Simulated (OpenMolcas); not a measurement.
**BF (SMILES [B]F) at PW91/pcseg-2**

Aim: the vertical ionisation energy of BF at PW91/pcseg-2, from 2 runs. 

Program for the calculation: OpenMolcas 26.06.

## 1. Starting point

BF: 2 atoms, total charge 0, spin state singlet. As SMILES, `[B]F`. Geometry: relaxed at PBE0-D4/def2-TZVP.

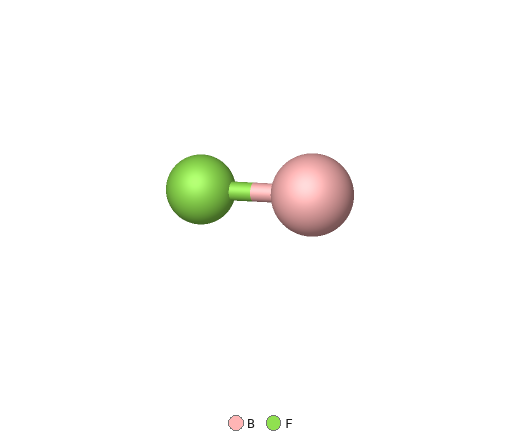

Viewed from a chosen angle; boron pink, fluorine green.

## 2. A single-point energy at PW91/pcseg-2

File job.inp:

```
* BF Kohn-Sham DFT
>>> EXPORT MOLCAS_PRINT=2
&GATEWAY
BasLib=$CurrDir
Coord
2
angstrom
B        0.000000       0.000000      -0.009350
F        0.000000       0.000000       1.253740
Basis=pcseg-2
Group=NoSym
&SEWARD
&SCF
KSDFT=2
1.0 GGA_X_PW91
1.0 GGA_C_PW91
PrOrbitals=1 1
```

The basis set pcseg-2 is read from a file made from the Basis Set Exchange's data (not shown).

On the command line:

```console
$ export MOLCAS_MEM=1860
$ pymolcas job.inp > job.log
```

The program printed:

```text
--- Start Module: gateway ---
[...]
--- Stop Module: gateway /rc=_RC_ALL_IS_WELL_ ---
--- Start Module: seward ---
[...]
      Basis functions           60
--- Stop Module: seward /rc=_RC_ALL_IS_WELL_ ---
--- Start Module: scf ---
[...]
       Convergence after  12 Iterations
[...]
::    Total KS-DFT energy                            -124.6689078894
[...]
      Total spin, S                                     0.0000000000
[...]
      Total electronic charge=   14.000000
      Total            charge=   -0.000000
[...]
      Dipole Moment (debye):
      Origin of the operator (angstrom)=    0.0000    0.0000    0.7903
                   X= -2.4702E-16               Y= -8.7263E-16               Z=  1.0611E+00           Total=  1.0611E+00
      Quadrupole Moment (debye*angstrom):
[...]
--- Stop Module: scf /rc=_RC_ALL_IS_WELL_ ---
[...]
```

It took 3.3 s on 1 thread of Arm Neoverse V1, shared host; peak memory 0.39 GiB.

## 3. The doublet cation

File job.input:

```
* BF Kohn-Sham DFT
&GATEWAY
BasLib
$CurrDir
Coord
2
angstrom
B        0.000000       0.000000      -0.009350
F        0.000000       0.000000       1.253740
Basis
pcseg-2
Group
NoSym
&SEWARD
&SCF
UHF
Charge
1
Spin
2
KSDFT
2
1.0 GGA_X_PW91
1.0 GGA_C_PW91
PrOrbitals
1 1
```

The basis set pcseg-2 is read from a file made from the Basis Set Exchange's data (not shown).

On the command line:

```console
$ export MOLCAS_MEM=1860
$ pymolcas job.input > job.log
```

The program printed:

```text
--- Start Module: gateway ---
[...]
--- Stop Module: gateway /rc=_RC_ALL_IS_WELL_ ---
--- Start Module: seward ---
[...]
      Basis functions           60
--- Stop Module: seward /rc=_RC_ALL_IS_WELL_ ---
--- Start Module: scf ---
[...]
       Convergence after  15 Iterations
[...]
::    Total KS-DFT energy                            -124.2669741703
[...]
      Total spin, S                                     0.5020201336
[...]
      Total electronic charge=   13.000000
      Total            charge=    1.000000
[...]
      Dipole Moment (debye):
      Origin of the operator (angstrom)=    0.0000    0.0000    0.7903
                   X=  7.9797E-16               Y=  6.7148E-16               Z= -3.5098E+00           Total=  3.5098E+00
      Center of Charge (angstrom)
[...]
--- Stop Module: scf /rc=_RC_ALL_IS_WELL_ ---
[...]
```

Wall time 4.8 s (1 thread of Arm Neoverse V1, shared host); peak memory 0.39 GiB.

## 4. Results

At PW91/pcseg-2:

| quantity | value |
| --- | --- |
| singlet BF: total energy | -124.66891 Eh |
| singlet BF: dipole moment | 1.06 D |
| singlet BF: HOMO energy | -6.81 eV |
| singlet BF: LUMO energy | -2.17 eV |
| singlet BF: HOMO–LUMO gap | 4.64 eV |
| doublet cation: total energy | -124.26697 Eh |
| doublet cation: HOMO energy (highest over α and β) | -18.20 eV |
| doublet cation: LUMO energy (lowest over α and β) | -14.90 eV |
| doublet cation: ⟨S²⟩ | 0.754 |
| vertical ionisation energy (to the doublet cation) | 10.937 eV |

Removing an electron at fixed nuclei costs 10.94 eV (252 kcal/mol). −ε(HOMO) before ionisation, 6.81 eV, is 4.12 eV below this ionisation energy.
